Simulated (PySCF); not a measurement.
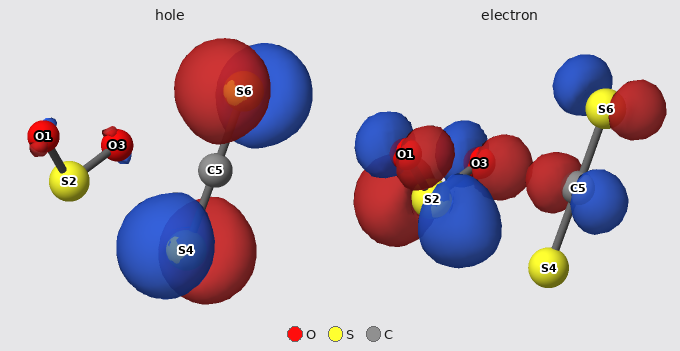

CO₂S₃, SMILES `O=S=O.S=C=S`. Leading natural transition orbital pair of S₁ (TDA singlet states); the surfaces enclose about 70 % of each orbital's density.

Method: PBE/def2-SVP; geometry: GFN2-xTB; program: PySCF. The pair's geometry is semi-empirical, so its contact may be too short or too long. GFN2-xTB bond lengths at metals and heavier atoms can be off by up to 0.1 Å and shapes distorted, which carries into these values. Without diffuse functions Rydberg states are missing, so the states' numbers hold for this basis only.

The calculation's input:

```python
import numpy as np
from pyscf import gto, scf, dft, tdscf
from pyscf.scf import atom_ks, atom_hf
from scipy.linalg import block_diag

def solve(mol, dm0=None, hcore=None):
    mf = (dft.UKS if mol.spin else dft.RKS)(mol, xc='pbe')
    mf.grids.level = 3
    mf = mf.density_fit(auxbasis='def2-universal-jkfit')
    mf.conv_tol, mf.max_cycle = 1e-8, 80
    if hcore is not None:
        mf.get_hcore = lambda *args: hcore
    mf.kernel(dm0)
    if not mf.converged:
        mf = mf.newton().run(mf.mo_coeff, mf.mo_occ, max_cycle=30)
    assert mf.converged, 'SCF not converged'
    return mf

mol = gto.M(atom='''
O     -1.45146     0.72327     1.21710
S     -1.78478     0.03094    -0.00064
O     -1.45459     0.71566    -1.21637
S      0.56254    -1.64538     0.00189
C      1.37238    -0.31289     0.00024
S      2.16063     1.01231    -0.00171
''', basis='def2-svp', charge=0, spin=0, verbose=4)
mf = solve(mol)
td = mf.TDA()
td.nstates, td.singlet, td.conv_tol = 5, True, 1e-5
td.kernel()
td.analyze()
x, y = np.array([p[0] for p in td.xy]), np.array([p[1] + 0 * p[0] for p in td.xy])
f, mu = td.oscillator_strength(), td.transition_dipole()
nto = [td.get_nto(state=i + 1, verbose=4) for i in range(len(td.e))]
# spherically averaged free atoms, for the promolecule
atm = atom_ks.get_atm_nrks(mol, xc='pbe')
pro = block_diag(*[(atm[a[0]][2] * atm[a[0]][3]) @ atm[a[0]][2].T for a in mol._atom])
np.savez('result.npz', e=td.e, f=f, ok=td.converged, w=[n[0] for n in nto], nto=[n[1] for n in nto], x=x, y=y, c=mf.mo_coeff, occ=mf.mo_occ, eps=mf.mo_energy, pro=pro, mu=mu)
```

Launched as:

```sh
OMP_NUM_THREADS=1 python input.py
```

The run took 25 s on 1 thread of AMD EPYC 9R45 96-Core Processor (Zen 5), on a shared host, peak memory 0.52 GiB.

Q: Characterise the state.

A: 3.37 eV (368 nm), f = 0.000 (very weak), charge transfer, whose energy this functional puts too low; the leading pair carries 100 %; hole on S4 (46 %), S6 (44 %) and C5 (7 %), electron on S2 (36 %), O1 and O3 (17 % each) and S6 (14 %); their centroids lie 2.1 Å apart. In canonical orbitals it is mainly HOMO−1 → LUMO (99 %). The HOMO–LUMO gap is 3.14 eV.
